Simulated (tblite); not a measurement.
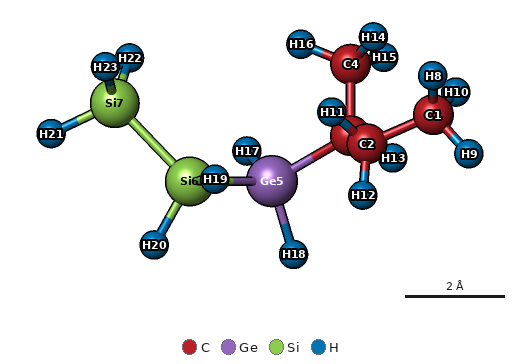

**Figure 1.** The input geometry (ball-and-stick view, seen at a tilt; atoms are numbered from 1 in the order of the input). Sticks mark near contacts.

## Geometry relaxation, with input and output: C$_{4}$H$_{16}$GeSi$_{2}$ (part 1 of 2)

- system: C$_{4}$H$_{16}$GeSi$_{2}$
- method: GFN2-xTB geometry optimisation, gas phase (tblite 0.8.0)

It belongs to a series of runs on one base structure; here: constitutional isomer.

## Log
```
step      E/eV     max force
  0    -600.30791    2.273
  1    -600.55077    0.716
  2    -600.61615    0.557
  3    -600.66813    0.579
  4    -600.71440    0.615
  5    -600.76012    0.628
  6    -600.79182    0.385
  7    -600.81365    0.308
  8    -600.83110    0.257
  9    -600.84437    0.321
 10    -600.85473    0.242
 11    -600.86375    0.242
 12    -600.87224    0.201
 13    -600.87997    0.232
 14    -600.88589    0.207
 15    -600.88966    0.125
 16    -600.89270    0.128
 17    -600.89558    0.135
 18    -600.89789    0.113
 19    -600.89966    0.095
 20    -600.90120    0.094
 21    -600.90286    0.126
 22    -600.90478    0.154
 23    -600.90660    0.112
 24    -600.90805    0.082
 25    -600.90940    0.097
 26    -600.91096    0.111
 27    -600.91267    0.120
 28    -600.91423    0.102
 29    -600.91556    0.101
 30    -600.91701    0.094
 31    -600.91902    0.129
 32    -600.92175    0.140
 33    -600.92518    0.173
 34    -600.92966    0.184
 35    -600.93601    0.191
 36    -600.94467    0.257
 37    -600.95435    0.293
 38    -600.95875    0.373
 39    -600.93945    0.729
 40    -600.96890    0.135
 41    -600.97155    0.134
 42    -600.97786    0.298
 43    -600.98182    0.161
 44    -600.98830    0.129
 45    -600.99429    0.155
 46    -600.99775    0.139
 47    -601.00033    0.118
 48    -601.00463    0.108
 49    -601.00775    0.131
 50    -601.01024    0.141
 51    -601.01214    0.111
 52    -601.01366    0.115
 53    -601.01509    0.096
 54    -601.01646    0.088
 55    -601.01797    0.080
 56    -601.01889    0.082
 57    -601.02034    0.092
 58    -601.02175    0.083
 59    -601.02311    0.080
 60    -601.02414    0.092
 61    -601.02523    0.096
 62    -601.02698    0.111
 63    -601.02994    0.150
 64    -601.03374    0.154
 65    -601.03734    0.135
 66    -601.04065    0.121
 67    -601.04271    0.210
 68    -601.04613    0.112
 69    -601.05159    0.129
 70    -601.05760    0.123
 71    -601.06276    0.241
 72    -601.06816    0.185
 73    -601.07454    0.157
 74    -601.08169    0.144
 75    -601.08483    0.129
 76    -601.09060    0.131
 77    -601.09286    0.107
 78    -601.09550    0.081
 79    -601.09705    0.077
 80    -601.09852    0.062
 81    -601.09918    0.054
 82    -601.09975    0.051
 83    -601.10023    0.041
 84    -601.10069    0.038
 85    -601.10106    0.039
 86    -601.10139    0.042
 87    -601.10175    0.042
 88    -601.10226    0.054
 89    -601.10289    0.064
 90    -601.10345    0.049
 91    -601.10379    0.035
 92    -601.10400    0.029
 93    -601.10421    0.038
 94    -601.10447    0.039
 95    -601.10486    0.036
 96    -601.10510    0.037
 97    -601.10537    0.043
 98    -601.10571    0.055
 99    -601.10614    0.048
100    -601.10655    0.049
101    -601.10693    0.048
102    -601.10734    0.061
103    -601.10790    0.082
104    -601.10859    0.082
105    -601.10929    0.058
106    -601.10987    0.037
107    -601.11035    0.045
108    -601.11079    0.052
109    -601.11128    0.048
110    -601.11188    0.059
111    -601.11266    0.079
112    -601.11360    0.055
113    -601.11443    0.089
114    -601.11511    0.061
115    -601.11569    0.062
116    -601.11630    0.065
117    -601.11677    0.052
118    -601.11746    0.067
119    -601.11812    0.062
120    -601.11888    0.068
121    -601.11960    0.072
122    -601.12032    0.073
123    -601.12102    0.076
124    -601.12174    0.060
125    -601.12210    0.040
126    -601.12242    0.032
127    -601.12278    0.038
128    -601.12311    0.040
129    -601.12353    0.039
130    -601.12388    0.031
131    -601.12414    0.035
132    -601.12438    0.033
133    -601.12465    0.036
134    -601.12516    0.037
135    -601.12557    0.047
136    -601.12601    0.042
137    -601.12643    0.034
138    -601.12687    0.035
139    -601.12729    0.035
140    -601.12755    0.072
141    -601.12794    0.055
142    -601.12826    0.043
143    -601.12887    0.044
144    -601.12922    0.045
145    -601.12986    0.045
146    -601.13038    0.047
147    -601.13094    0.047
148    -601.13132    0.053
149    -601.13160    0.042
150    -601.13194    0.042
151    -601.13242    0.044
152    -601.13273    0.040
153    -601.13299    0.027
154    -601.13315    0.025
155    -601.13331    0.030
156    -601.13350    0.033
157    -601.13374    0.031
158    -601.13399    0.030
159    -601.13421    0.028
160    -601.13441    0.030
161    -601.13460    0.034
162    -601.13482    0.029
163    -601.13504    0.030
164    -601.13527    0.031
165    -601.13551    0.039
166    -601.13575    0.041
167    -601.13598    0.034
168    -601.13616    0.035
169    -601.13631    0.026
170    -601.13644    0.027
171    -601.13659    0.032
172    -601.13676    0.031
173    -601.13694    0.030
174    -601.13712    0.028
175    -601.13728    0.023
176    -601.13743    0.023
177    -601.13757    0.022
178    -601.13769    0.026
179    -601.13780    0.020
180    -601.13790    0.025
181    -601.13800    0.025
182    -601.13808    0.018
183    -601.13816    0.019
184    -601.13824    0.018
185    -601.13832    0.027
186    -601.13841    0.025
187    -601.13849    0.017
188    -601.13856    0.020
189    -601.13865    0.024
190    -601.13879    0.039
191    -601.13899    0.045
192    -601.13922    0.036
193    -601.13944    0.023
194    -601.13962    0.024
195    -601.13981    0.035
196    -601.14003    0.035
197    -601.14025    0.028
198    -601.14042    0.023
199    -601.14055    0.026
200    -601.14067    0.032
201    -601.14080    0.028
202    -601.14094    0.028
203    -601.14105    0.027
204    -601.14117    0.027
205    -601.14128    0.025
206    -601.14138    0.025
207    -601.14147    0.024
208    -601.14157    0.022
209    -601.14168    0.021
210    -601.14177    0.016
211    -601.14183    0.013
212    -601.14187    0.014
213    -601.14191    0.016
214    -601.14196    0.017
215    -601.14201    0.016
216    -601.14205    0.011
217    -601.14207    0.009
```

## Trajectory as extended XYZ (Å, eV, eV/Å), 10 of the 218 frames kept, from step=0 to step=217
```
23
Properties=species:S:1:pos:R:3:forces:R:3 step=0 energy=-600.30791
C    -2.8945    0.7075   -0.6485   -2.2510   0.1980  -0.2490
C    -1.4923    0.2191   -0.8546    1.0820   0.8630  -0.0150
C    -1.0857   -0.6361    0.3273   -1.3530  -1.2630  -0.3910
C    -1.1701    0.1806    1.5709   -0.5820   0.2180   1.8490
Ge    0.6017   -1.5443    0.1040    0.4660  -1.0130  -0.4560
Si    2.1776   -0.3275   -1.0256   -0.1480  -0.3810  -1.3510
Si    3.6021    0.7732    0.2772    1.0320   0.8420   0.4800
H    -2.9792    1.8200   -0.6737    0.0030  -0.8660  -0.1220
H    -3.5743    0.2834   -1.4291    0.4170   0.4940   0.5230
H    -3.3273    0.3727    0.3267    0.3230   0.2660  -0.8330
H    -0.8570    1.1384   -0.8190    0.0510  -0.7270  -0.4030
H    -1.3530   -0.2941   -1.8225   -0.0430   0.2050   0.4030
H    -1.8784   -1.4313    0.4212    0.5310   0.3990  -0.2650
H    -1.7188    1.1065    1.3513    0.5010  -0.1190   0.4920
H    -1.8021   -0.3936    2.3164    0.9480   0.8000  -0.3840
H    -0.1792    0.4104    2.0210   -0.6890  -0.0570  -0.2240
H     1.1399   -1.9520    1.4798   -0.2440  -0.1760  -0.2330
H     0.2802   -2.8314   -0.7437    0.1710   0.3570   0.6010
H     1.5904    0.6128   -2.0059   -0.0190  -0.2280   0.0710
H     2.9951   -1.2804   -1.8195   -0.2460   0.1550   0.0060
H     4.9511    0.2344    0.0824    0.0350   0.0680   0.1060
H     3.3011    0.6672    1.6993   -0.0040   0.1000   0.1720
H     3.6679    2.1913   -0.1252    0.0170  -0.1360   0.2210
23
Properties=species:S:1:pos:R:3:forces:R:3 step=24 energy=-600.90805
C    -2.9987    0.7420   -0.7587   -0.0030  -0.0190  -0.0090
C    -1.5481    0.2334   -0.8142    0.0130   0.0460   0.0080
C    -1.1700   -0.6498    0.3745   -0.0610   0.0250   0.0410
C    -1.1333    0.1487    1.6840   -0.0060   0.0170   0.0200
Ge    0.5867   -1.5702    0.0365   -0.0150   0.0360  -0.0020
Si    2.2499   -0.3447   -1.1038    0.0050   0.0080  -0.0350
Si    3.6988    0.8239    0.2844    0.0030   0.0030  -0.0060
H    -3.0432    1.8268   -0.8386    0.0070  -0.0420  -0.0060
H    -3.5929    0.3249   -1.5679    0.0250  -0.0090  -0.0330
H    -3.4821    0.4544    0.1723    0.0520   0.0180   0.0270
H    -0.8614    1.0808   -0.8424    0.0420   0.0690  -0.0160
H    -1.3946   -0.3289   -1.7409   -0.0140  -0.0150   0.0280
H    -1.9408   -1.4206    0.4545   -0.0080  -0.0560   0.0230
H    -1.6551    1.0982    1.5812   -0.0310  -0.0200  -0.0020
H    -1.6073   -0.4061    2.4918    0.0470  -0.0230  -0.0100
H    -0.1125    0.3706    1.9983    0.0120   0.0170  -0.0690
H     1.0622   -2.0335    1.4054   -0.0160  -0.0300  -0.0360
H     0.2631   -2.8923   -0.6393    0.0090  -0.0030   0.0120
H     1.5672    0.5480   -2.0554    0.0190  -0.0080   0.0290
H     2.9740   -1.2867   -1.9732   -0.0220   0.0200   0.0410
H     5.0818    0.3449    0.1911   -0.0400  -0.0070   0.0050
H     3.3017    0.7054    1.6935    0.0120   0.0130  -0.0190
H     3.7497    2.2580   -0.0228   -0.0310  -0.0410   0.0110
23
Properties=species:S:1:pos:R:3:forces:R:3 step=48 energy=-601.00463
C    -2.9629    0.7456   -0.8312    0.0090  -0.0030   0.0100
C    -1.5077    0.2658   -0.7913    0.0230  -0.0150   0.0280
C    -1.1832   -0.6330    0.4060    0.0320  -0.0290  -0.0400
C    -1.0417    0.1744    1.6930   -0.0120  -0.0300  -0.0750
Ge    0.5197   -1.6242    0.0203   -0.0720   0.0580   0.0100
Si    2.1844   -0.3730   -1.0534    0.0820   0.0510   0.0150
Si    3.6063    0.8062    0.3471    0.0630   0.0160   0.0050
H    -3.0156    1.7963   -1.1077   -0.0390  -0.0080   0.0240
H    -3.5469    0.1838   -1.5578    0.0380  -0.0430   0.0500
H    -3.4341    0.6170    0.1405   -0.0140   0.0900  -0.0060
H    -0.8309    1.1247   -0.7526   -0.0380   0.0030  -0.0090
H    -1.2880   -0.2678   -1.7230    0.0080  -0.0140   0.0510
H    -1.9949   -1.3587    0.5349    0.0470   0.0480  -0.0290
H    -1.9340    0.7663    1.8859   -0.0420   0.0150   0.0370
H    -0.8777   -0.4881    2.5424   -0.0130   0.0060  -0.0290
H    -0.1951    0.8587    1.6291    0.0080  -0.0080  -0.0260
H     0.9921   -2.2225    1.3257    0.0090  -0.0380   0.0820
H     0.1494   -2.8696   -0.7533   -0.0410  -0.0490  -0.0380
H     1.5590    0.5414   -2.0148   -0.0870   0.0430  -0.0220
H     2.9053   -1.3060   -1.9230    0.0920  -0.0540  -0.0180
H     4.9855    0.3312    0.2157    0.0070  -0.0060   0.0270
H     3.2676    0.7265    1.7753   -0.0280  -0.0140  -0.0760
H     3.6384    2.2319    0.0023   -0.0290  -0.0190   0.0280
23
Properties=species:S:1:pos:R:3:forces:R:3 step=72 energy=-601.06816
C    -2.9664    0.7441   -0.7921   -0.1200   0.0330  -0.0100
C    -1.5000    0.3249   -0.7987   -0.0940  -0.0170   0.0490
C    -1.1576   -0.5914    0.3727   -0.0070  -0.0600   0.0720
C    -1.0266    0.1685    1.6854    0.0820   0.1010   0.1310
Ge    0.5222   -1.6124   -0.0311    0.0320  -0.0290  -0.1270
Si    2.2491   -0.4051   -1.0955    0.0380   0.0500   0.1380
Si    3.5992    0.7836    0.3767   -0.1060  -0.0850  -0.0910
H    -3.1436    1.5814   -1.4623    0.0570   0.0570  -0.0320
H    -3.6089   -0.0721   -1.1198    0.0650  -0.0520   0.0840
H    -3.2759    1.0385    0.2095    0.0050   0.0330  -0.0710
H    -0.8605    1.2126   -0.7486   -0.0260  -0.0580  -0.0670
H    -1.2881   -0.2020   -1.7369    0.0100   0.1150   0.0070
H    -1.9704   -1.3122    0.4913   -0.0320  -0.1020  -0.0530
H    -1.9576    0.6556    1.9826    0.0210  -0.0550  -0.0990
H    -0.7486   -0.5164    2.4920    0.0270   0.1120  -0.1220
H    -0.2635    0.9468    1.6016   -0.0060  -0.1130   0.0550
H     0.9131   -2.2697    1.2729    0.0810  -0.0340   0.0770
H     0.1174   -2.8367   -0.8439   -0.0350   0.0710   0.0230
H     1.6052    0.4871   -2.0673   -0.0250   0.0380  -0.0270
H     3.0314   -1.3175   -1.9335    0.0090  -0.0810  -0.0120
H     5.0087    0.4016    0.3513    0.0470  -0.0770   0.0020
H     3.1279    0.6097    1.7547    0.0240   0.0630   0.0160
H     3.5890    2.2079    0.0490   -0.0450   0.0900   0.0590
23
Properties=species:S:1:pos:R:3:forces:R:3 step=96 energy=-601.10510
C    -2.9872    0.7609   -0.7645   -0.0110   0.0070  -0.0140
C    -1.5257    0.3273   -0.7922   -0.0070   0.0080  -0.0040
C    -1.1517   -0.6009    0.3629   -0.0010   0.0040  -0.0010
C    -1.0063    0.1549    1.6771    0.0210   0.0070  -0.0110
Ge    0.5291   -1.6061   -0.0865   -0.0190  -0.0080   0.0110
Si    2.2722   -0.3966   -1.1042   -0.0060  -0.0100   0.0090
Si    3.5655    0.7908    0.4052    0.0090   0.0140   0.0080
H    -3.2164    1.3851   -1.6257    0.0090   0.0090  -0.0080
H    -3.6395   -0.1100   -0.7925   -0.0020   0.0090   0.0110
H    -3.2120    1.3309    0.1338    0.0090  -0.0120   0.0080
H    -0.8839    1.2124   -0.7632    0.0200   0.0000  -0.0070
H    -1.3343   -0.1814   -1.7438   -0.0230  -0.0270   0.0100
H    -1.9546   -1.3366    0.4782    0.0150  -0.0190   0.0030
H    -1.9306    0.6633    1.9494    0.0110  -0.0230   0.0040
H    -0.7462   -0.5334    2.4804   -0.0160   0.0070  -0.0010
H    -0.2175    0.9033    1.6043    0.0170   0.0120  -0.0070
H     0.9754   -2.2913    1.1935   -0.0110  -0.0010   0.0100
H     0.0829   -2.8041   -0.9059    0.0010   0.0060  -0.0210
H     1.6733    0.4795   -2.1203   -0.0080   0.0130  -0.0150
H     3.0817   -1.3476   -1.8772   -0.0030  -0.0040  -0.0080
H     4.9701    0.3808    0.3776    0.0160  -0.0080   0.0090
H     3.0965    0.6141    1.7835   -0.0020   0.0040   0.0110
H     3.5544    2.2316    0.1403   -0.0170   0.0120   0.0030
```
